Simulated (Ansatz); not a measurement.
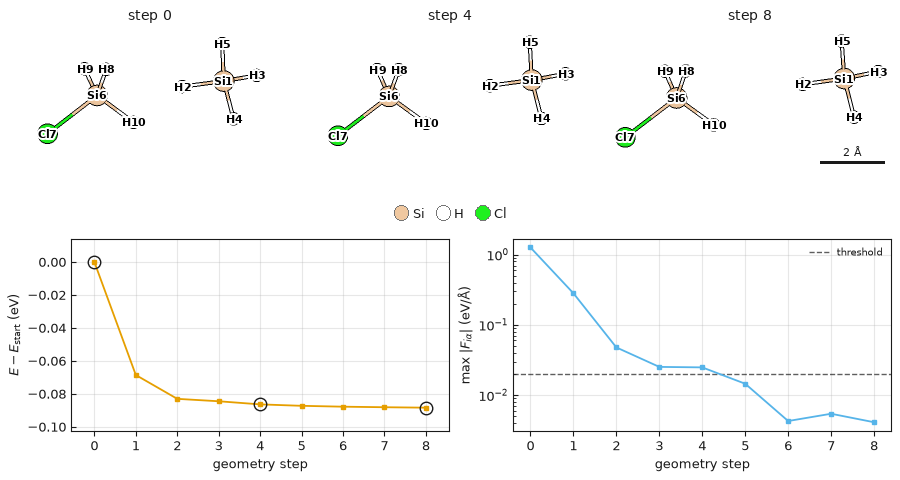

Frames of a relaxation of Si2H7Cl, marked on the history of the run. The picture is a ball-and-stick view, seen at a tilt.

The run prepares the start of a later molecular dynamics calculation, from a guessed geometry.

All numbers below come from RHF/def2-SVP in Ansatz 0.2.0.

Input file:
```yaml
crystal:
  periodic: [false, false, false]
  atoms:
    - { symbol: Si, position_ang: [-0.0582, 0.0804, -2.2791] }
    - { symbol: H, position_ang: [-1.1101, 0.479, -1.3461] }
    - { symbol: H, position_ang: [-0.4971, 0.3386, -3.6484] }
    - { symbol: H, position_ang: [0.2215, -1.3455, -2.1236] }
    - { symbol: H, position_ang: [1.1536, 0.8468, -1.9987] }
    - { symbol: Si, position_ang: [0.0992, -0.0261, 2.1658] }
    - { symbol: Cl, position_ang: [-0.5413, -0.8756, 3.8719] }
    - { symbol: H, position_ang: [1.5296, 0.2277, 2.3003] }
    - { symbol: H, position_ang: [-0.6304, 1.2247, 1.9876] }
    - { symbol: H, position_ang: [-0.1667, -0.95, 1.0704] }
basis:
  gaussian: { orbitals: def2-SVP }
hamiltonian:
  xc: hf
relax:
  f_tol: 0.02
  max_steps: 40
scf:
  lower_state_search: "off"
```

Command:
```bash
ansatz run input.yaml --threads 1 --pin off --max-ram 2048MiB --backend cpu --events-out ev --progress --plain --runs-dir out
```

What happens along the run?

Answer. After 8 geometry steps the energy has fallen by 0.088 eV. The largest force component goes from 1.3 to 0.0041 eV/Å. Cl7 moves most after the best rigid fit: 0.78 Å. By element the largest moves are Cl 0.78 Å, H 0.75 Å, Si 0.72 Å. Some distances before and after: Si6–Cl7 2.011 → 2.074 Å, Si1–H2 1.461 → 1.482 Å, Si6–H10 1.457 → 1.474 Å. The run took 9.8 s on 1 thread of Arm Neoverse V1, on a shared host, peak memory 0.15 GiB. From step 0 to 4: Cl7 moves most (0.34 Å), energy −0.086 eV. From step 4 to 8: H and Si and Cl atoms move most (0.45 Å), energy −0.002 eV.

Limits of the set-up: the start holds two separate molecules, 3.0 Å apart at their closest, whose relative position is a soft coordinate and is computed without a dispersion correction; Hartree-Fock leaves out electron correlation.
